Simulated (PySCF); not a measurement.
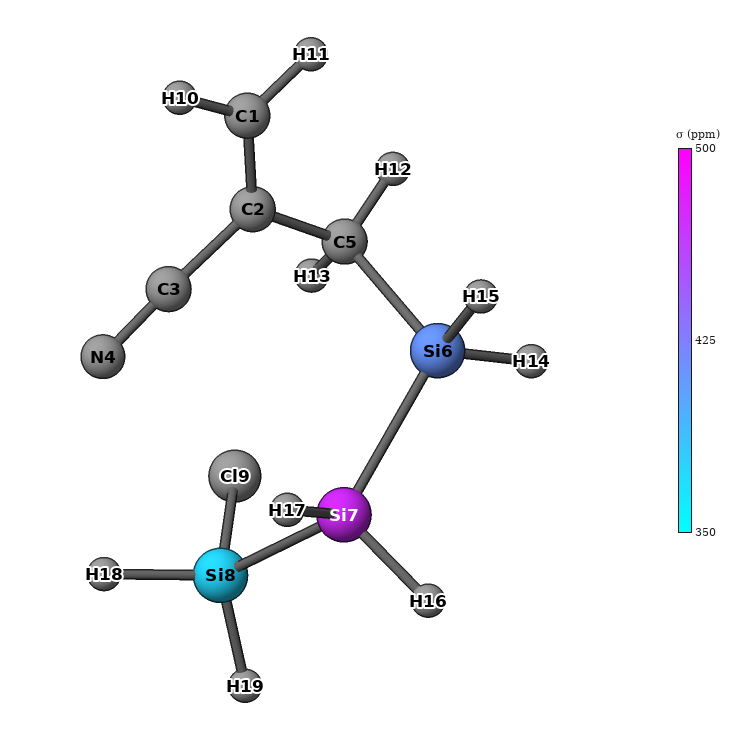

Atoms are coloured by their isotropic NMR shieldings (Si only, the others grey). The computed structure is the end point of a GFN2-xTB optimisation. No frequency run is at hand to confirm it as a minimum. Properties computed with GIAO PBE0/pcSseg-1 NMR shielding, non-relativistic, gas phase (PySCF 2.14.0).

List the isotropic NMR shieldings of the Si atoms.

| atom | σ (ppm) |
| --- | --- |
| Si6 | 411.8 |
| Si7 | 474.7 |
| Si8 | 372.6 |

The geometry is semi-empirical. Around Si such bond lengths and angles can be off by a tenth of an ångström or more and by several degrees, and values that hang on the shape move with them.
